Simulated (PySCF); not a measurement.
C₅H₇ClS₂Si

Input

```
{"job": {"kind": "nmr", "xc": "PBE0", "basis": "pcSseg-1"}, "charge": 0, "multiplicity": 1}
C      2.850897    -2.024911    -0.097350
C      2.132926    -0.809596    -0.378956
C      1.542706     0.215536    -0.619936
Si     0.573419     1.736405    -0.948800
Cl     0.972238     2.428982    -2.800877
S     -1.552248     1.129495    -1.059160
C     -1.821558     0.650161     0.578448
C     -3.191919     0.140881     0.862161
S     -0.667658     0.727307     1.734821
H      2.237365    -2.678402     0.522029
H      3.772641    -1.793737     0.435329
H      3.096319    -2.537245    -1.027132
H      0.651638     2.812507     0.019738
H     -3.942577     0.804067     0.434440
H     -3.317174    -0.839226     0.399426
H     -3.344613     0.046721     1.934407
```

Command:

```sh
OMP_NUM_THREADS=1 python probes_run.py task.json out
```

Geometry: GFN2-xTB.

These are results of PBE0/pcSseg-1, SCF density, gas phase, non-relativistic in PySCF, not measurements.

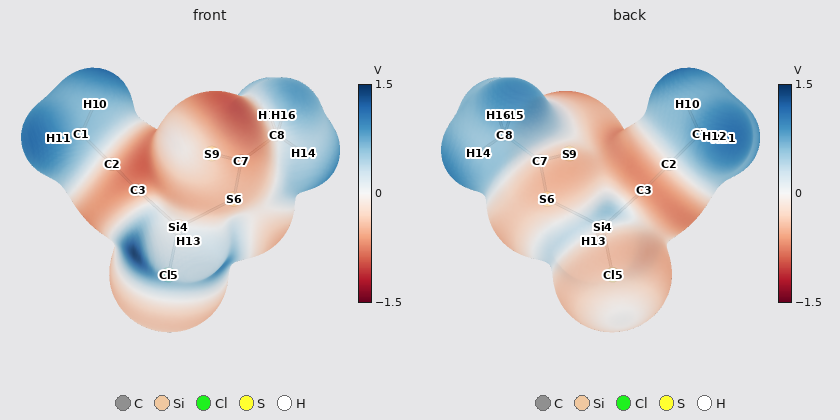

Figure 1. The molecular electrostatic potential painted on the density surface at 0.002 e/bohr³, seen from the front and from behind; the colour scale runs from red (negative) to blue (positive).

Q: Describe the electrostatic potential map.

A: The most negative region (about −0.9 V, or −21 kcal/mol for a unit charge) lies over C3 and S9, the most positive (about +1.2 V, or +28 kcal/mol for a unit charge) over Si4.

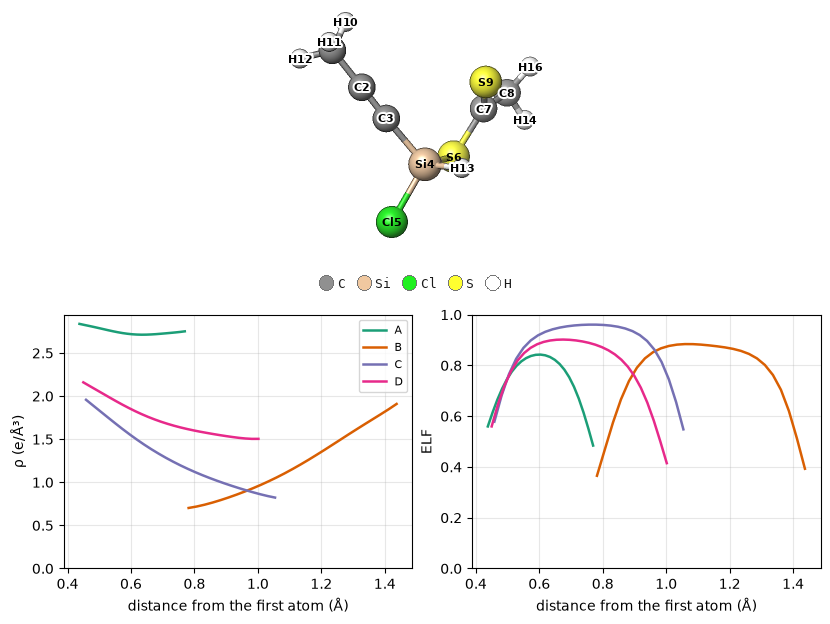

Figure 2. Electron density and electron localisation function along straight lines between neighbouring atoms. The curves leave out the atomic cores. The structure is drawn too.

Q: Which curve belongs to which contact (C–C, C–S, C–Si and Si–Cl)? The first atom named is at distance zero.

A: Curve A: C–C (1.21 Å): ρ at the midpoint is about 2.7 e/Å³; the ELF peaks at about 0.85 between the atoms (a short, multiple covalent bond). Curve B: Si–Cl (2.02 Å): the density is about 0.97 e/Å³ at the midpoint; the ELF peaks at about 0.90 between the atoms (a polar covalent bond). Curve C: C–Si (1.83 Å): the density is about 0.96 e/Å³ at the midpoint; the ELF peaks at about 0.95 between the atoms, as expected for a shared electron pair. Curve D: C–S (1.64 Å): ρ at the midpoint is about 1.6 e/Å³; the ELF peaks at about 0.90 between the atoms; a covalent bond.
